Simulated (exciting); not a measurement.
LiGeN, space group P6_3mc, N K edge of atom 3, with 3 Ge at 2.00 Å and 3 Li at 2.18 Å (distorted octahedral, site symmetry 3m); the tensor is averaged over the atoms equivalent by symmetry. Method: exciting, all-electron LAPW+lo, LDA, exchange and screened direct term (singlet BSE), 5×5×2 shifted k points, 27 conduction bands, |G+q| up to 3 bohr⁻¹, full RPA screening with nempty = 53, Lorentzian half width 0.45 eV.

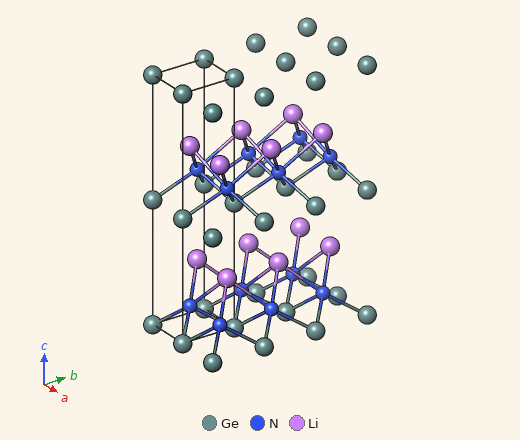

The structure (germanium teal, nitrogen blue, lithium purple). Bonds to atoms that aren't drawn are left out. 2×3×1 cells are drawn. Some periodic images of atoms are drawn too.

```xyz
6
Lattice="3.0124 0.0000 0.0000 -1.5062 2.6088 0.0000 0.0000 0.0000 9.4195" Properties=species:S:1:pos:R:3 pbc="T T T"
Ge    0.0000    0.0000    9.4008
Ge    0.0000    0.0000    4.6911
N     1.5062    0.8696    0.9723
N     0.0000    1.7392    5.6820
Li    0.0000    1.7392    2.2926
Li    1.5062    0.8696    7.0024
```

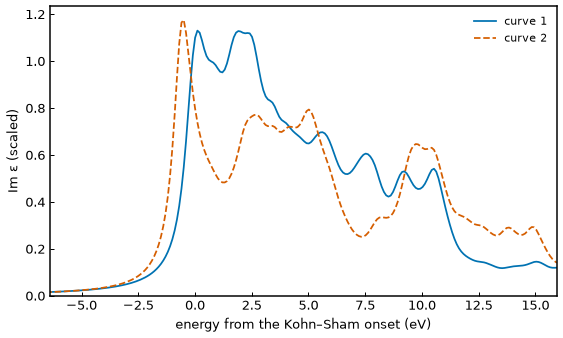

Energy from the Kohn–Sham onset, core level to the lowest empty state found on the meshes used; scaled to the maximum of the polarisation mean.

**Question.** The curves are the diagonal elements of Im ε for ε ∥ c and ⊥ c. Which is which?

Curve 1: ε ⊥ c, maxima 0.1 eV (1.13), 1.9 eV (1.13) and 5.6 eV (0.70); 3 lower ones aren't listed. Curve 2: ε ∥ c, maxima -0.5 eV (1.18), 2.7 eV (0.77) and 5.0 eV (0.79); 3 lower ones aren't listed. A K edge probes the empty p states along ε, which follow the bonds' lengths and directions.

[Banner, clock and machine lines of the logs are left out without a mark of their own.]

[Logs are printed without paths, hosts, clocks, repeated set-up lines and the standing remarks that a program may print on its own settings, such as how far it seeks lower states.]

[Hosts, paths, dates, database ids (printed as entryN), source tags and the programs' standing remarks are cut or masked in the printed files.]
